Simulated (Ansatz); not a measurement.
**BCl (SMILES [B]Cl): CAM-B3LYP/STO-3G**

What is the vertical electron affinity of BCl at CAM-B3LYP/STO-3G? 

The calculation is run with Ansatz 0.2.0.

40 further runs of the same task are left out: 1 that didn't finish, 39 set aside as unsound or not needed.

## Step 1: The system as given

The species is BCl (2 atoms), meant as a singlet with charge 0. As SMILES, `[B]Cl`. Geometry: relaxed at PBE0-D4/def2-TZVP.

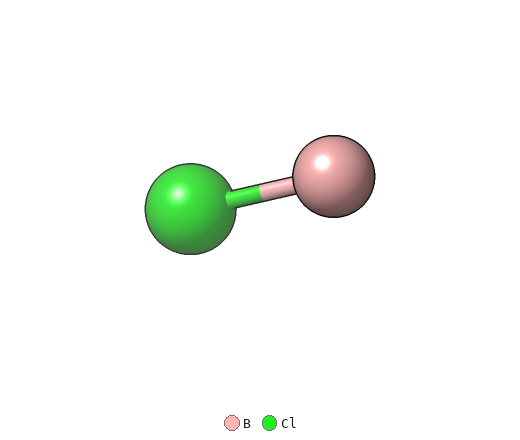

Viewed from a chosen angle; boron pink, chlorine green.

## Step 2: A single-point energy at CAM-B3LYP/STO-3G

job.yaml reads:

```yaml
basis:
  gaussian:
    orbitals: STO-3G
crystal:
  periodic: [false, false, false]
  atoms:
    - {symbol: B, position_ang: [-0.000000, -0.000000, -0.069660]}
    - {symbol: Cl, position_ang: [0.000000, 0.000000, 1.648190]}
hamiltonian:
  xc: {name: CAM-B3LYP}
accuracy: high
```

Run with:

```
$ ansatz run job.yaml --threads 1 --pin off --max-ram 3480MiB --events-out events.jsonl --progress --plain --runs-dir runs
```

The program printed:

```text
Warning: RAYON_NUM_THREADS=1 ignored (pool sized by the plan → 1); use --threads N
Functional definition: CAM-B3LYP
  name "CAM-B3LYP"
  parameter alpha = 0.19
  parameter beta = 0.46
  parameter omega = 0.33/bohr
  parameter ac = 0.81
  exchange = (1 - alpha - beta)*b88_x + beta*b88_x_sr(omega) + alpha*exact_x + beta*exact_x_lr(omega)
  correlation = (1 - ac)*vwn5_c + ac*lyp_c
224 factors; integrals over basis functions are off by at most 2.1e-8 eV
105 factors; integrals over basis functions are off by at most 9.0e-10 eV
mean field evaluation 1: about -13049.3792 eV, gradient 1.1e1 eV
mean field evaluation 2: about -13049.7183 eV, gradient 8.6e0 eV
mean field evaluation 4: about -13050.0181 eV, gradient 1.2e-1 eV
mean field evaluation 8: about -13050.0144 eV, gradient 1.7e-4 eV
mean field -13050.01435383 eV, -479.5791818857 hartree, gradient 7.4e-8 eV, S^2 0.000000; 0 other end points of the search recorded, 0 dependent functions left out
reference -13050.01436434 eV, -479.5791822721 hartree; 11, 11 occupied and 3, 3 virtual orbitals, 224 factors
Total energy: -13050.01436434 eV, -479.5791822721 hartree
```

It took 0.4 s on 1 thread of Intel Xeon Platinum 8488C (Sapphire Rapids), shared host.

## Step 3: The doublet anion at the same level

run.yaml reads:

```yaml
basis:
  gaussian: {orbitals: STO-3G}
crystal:
  periodic: [false, false, false]
  atoms:
    - symbol: B
      position_ang: [-0.000000, -0.000000, -0.069660]
    - symbol: Cl
      position_ang: [0.000000, 0.000000, 1.648190]
total_charge: -1
accuracy: high
hamiltonian: {xc: {name: CAM-B3LYP}}
magnetization: {spin_polarized: true, initial_magnetization: 1}
```

Run with:

```
$ ansatz run run.yaml --threads 1 --pin off --max-ram 3480MiB --events-out events.jsonl --progress --plain --runs-dir runs
```

The program printed:

```text
Warning: RAYON_NUM_THREADS=1 ignored (pool sized by the plan → 1); use --threads N
Functional definition: CAM-B3LYP
  name "CAM-B3LYP"
  parameter alpha = 0.19
  parameter beta = 0.46
  parameter omega = 0.33/bohr
  parameter ac = 0.81
  exchange = (1 - alpha - beta)*b88_x + beta*b88_x_sr(omega) + alpha*exact_x + beta*exact_x_lr(omega)
  correlation = (1 - ac)*vwn5_c + ac*lyp_c
224 factors; integrals over basis functions are off by at most 2.1e-8 eV
105 factors; integrals over basis functions are off by at most 9.0e-10 eV
mean field evaluation 1: about -13044.2407 eV, gradient 7.1e0 eV
mean field evaluation 2: about -13044.6649 eV, gradient 1.7e0 eV
mean field evaluation 4: about -13044.6928 eV, gradient 4.2e-2 eV
mean field evaluation 8: about -13044.6986 eV, gradient 1.8e-4 eV
mean field evaluation 16: about -13043.5576 eV, gradient 4.4e0 eV
mean field -13044.69856206 eV, -479.3838301415 hartree, gradient 1.1e-8 eV, S^2 0.751558; 1 other end points of the search recorded, 0 dependent functions left out
reference -13044.69857229 eV, -479.3838305175 hartree; 12, 11 occupied and 2, 3 virtual orbitals, 224 factors
Total energy: -13044.69857229 eV, -479.3838305175 hartree
```

Wall time 0.74 s (1 thread of Intel Xeon Platinum 8488C (Sapphire Rapids), shared host); peak memory 0.12 GiB.

## Step 4: Outcome

At CAM-B3LYP/STO-3G:

| quantity | value |
| --- | --- |
| singlet BCl: total energy | -479.57918 Eh |
| doublet anion: total energy | -479.38383 Eh |
| doublet anion: ⟨S²⟩ | 0.752 |
| vertical electron affinity (to the doublet anion) | -5.316 eV |

The anion lies 5.32 eV (123 kcal/mol) above the neutral: the electron isn't bound at this level, and such a value depends on the basis. Without diffuse functions anions come out too high. In a minimal basis such a difference can be off by several eV, whatever the method.
